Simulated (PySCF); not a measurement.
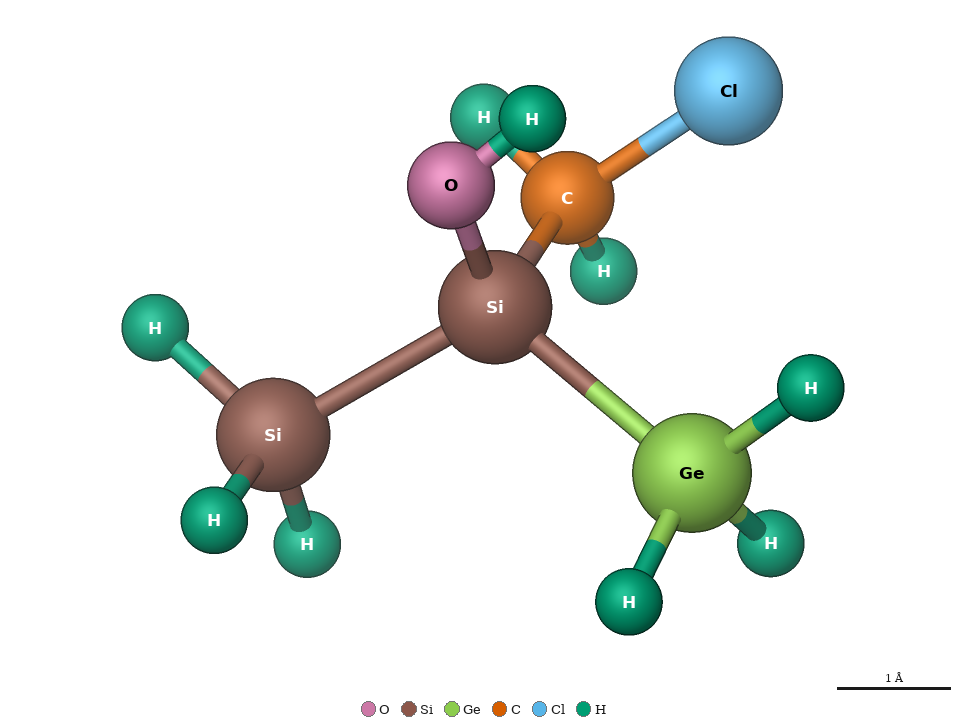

A ball-and-stick model of a molecule. Every bond is drawn as one stick, whatever its order.

Computed geometry: PBE0-D3(BJ)/def2-SVP optimisation. No frequency run is at hand to confirm it as a minimum.

**Give the formula.**

CH9ClGeOSi2, 15 atoms: 1 carbon, 9 hydrogen, 1 chlorine, 1 germanium, 1 oxygen and 2 silicon.

**Count the bonded pairs by element.**

3 Si–H, 3 Ge–H, 2 C–H, 1 O–Si, 1 Si–Si, 1 Ge–Si, 1 C–Si, 1 C–Cl, 1 O–H.

More results for the same structure follow; atom numbers are the same in all pictures, views and colours differ.

## Geometry

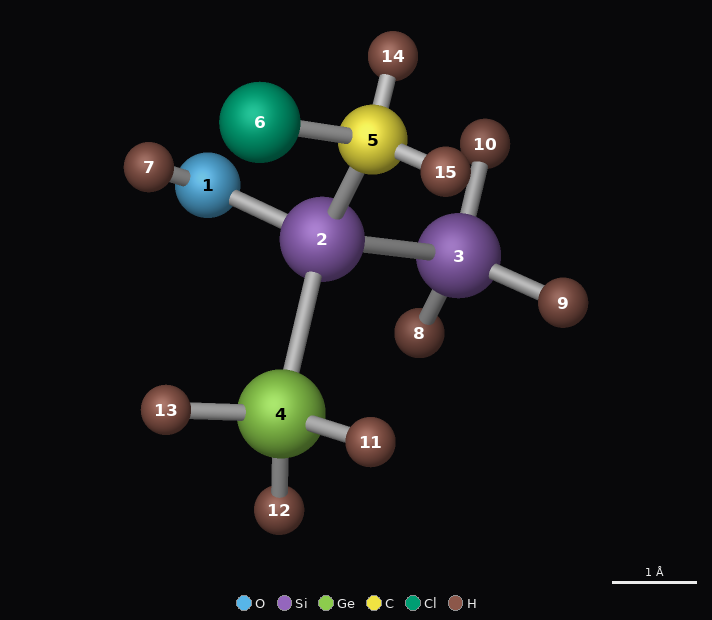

The atoms are numbered. No frequency run is at hand to confirm it as a minimum.

**How are the neighbours of atom 1 arranged?**

O1 has 2 neighbours (Si2 at 1.67, H7 at 0.96 Å); the arrangement is bent.

**What is the geometry at Si3?**

Si3 has 4 neighbours (Si2 at 2.34, H8 at 1.49, H9 at 1.50, H10 at 1.50 Å); the arrangement is tetrahedral.

**What is the geometry at Si2?**

Si2 has 4 neighbours (O1 at 1.67, Si3 at 2.34, Ge4 at 2.39, C5 at 1.90 Å); the arrangement is tetrahedral.

**Describe the coordination of atom 4.**

Ge4 has 4 neighbours (Si2 at 2.39, H11 at 1.54, H12 at 1.54, H13 at 1.54 Å); the arrangement is tetrahedral.

**What is the dihedral angle Ge4–Si2–C5–Cl6?**

62° in size, that is gauche.

## Quadrupole coupling

No frequency run is at hand to confirm it as a minimum. Electric field gradients from the ground-state density, PBE0/aug-cc-pVDZ (PySCF 2.14.0), non-relativistic apart from any core potentials.

Give the largest field-gradient component, the quadrupole coupling constant and the asymmetry for 17O at O1 (Q = −25.6 mb), 73Ge at Ge4 (Q = −196 mb), 35Cl at Cl6 (Q = −81.7 mb).

| atom | V_zz (a.u.) | e²qQ/h (MHz) | η |
| --- | --- | --- | --- |
| O1 | 1.296 | −7.80 | 0.73 |
| Ge4 | −0.052 | 2.39 | 0.79 |
| Cl6 | 3.461 | −66.4 | 0.04 |

## Charges

The questions are on Hirshfeld charges. No frequency run is at hand to confirm it as a minimum. Properties computed with PBE0/pcSseg-0, gas phase (PySCF 2.14.0).

**Which atom carries the highest charge (most positive or least negative)?**

Si2 (0.29 e).

**And the lowest?**

O1 (−0.33 e).

List the Hirshfeld charges.

```csv
atom,value (e)
O1,−0.33
Si2,0.29
Si3,0.20
Ge4,0.19
C5,−0.12
Cl6,−0.07
H7,0.16
H8,−0.06
H9,−0.07
H10,−0.06
H11,−0.07
H12,−0.07
H13,−0.07
H14,0.04
H15,0.04
```

## Dipole moment

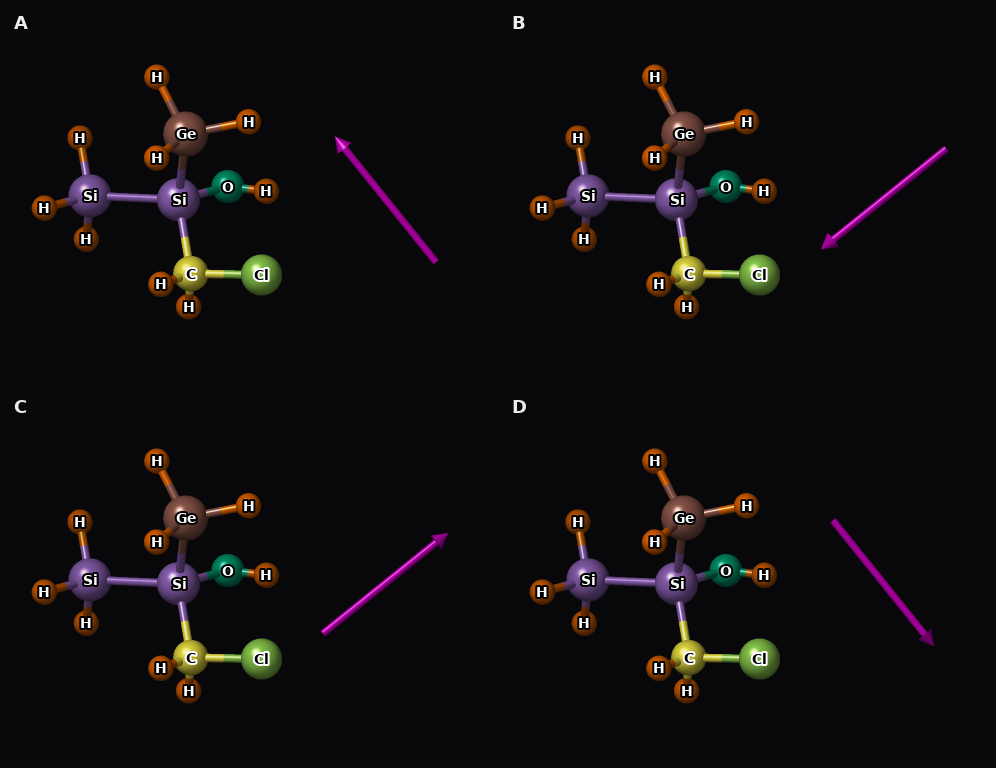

The same molecule four times, each with an arrow. No frequency run is at hand to confirm it as a minimum. Method: PBE0/aug-cc-pVDZ, gas phase (PySCF 2.14.0).

**Which arrow points along the dipole moment, from the negative to the positive end?**

B. The dipole moment is 1.05 D.

## NMR shielding

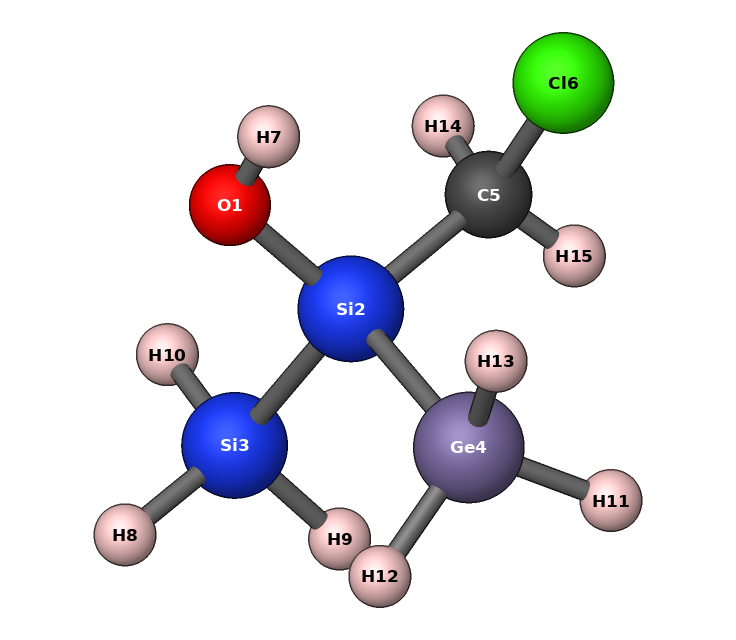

No frequency run is at hand to confirm it as a minimum. Level of theory: GIAO PBE0/pcSseg-0 NMR shielding, non-relativistic, gas phase (PySCF 2.14.0). Principal shieldings σ11 ≤ σ22 ≤ σ33, span Ω = σ33 − σ11, skew κ = 3(σiso − σ22)/Ω.

Give the shielding tensors of the C atoms.

| atom | σ11 | σ22 | σ33 | σiso | Ω | κ |
| --- | --- | --- | --- | --- | --- | --- |
| C5 | 132.1 | 146.1 | 181.5 | 153.2 | 49.4 | 0.43 |

Shieldings and span in ppm.
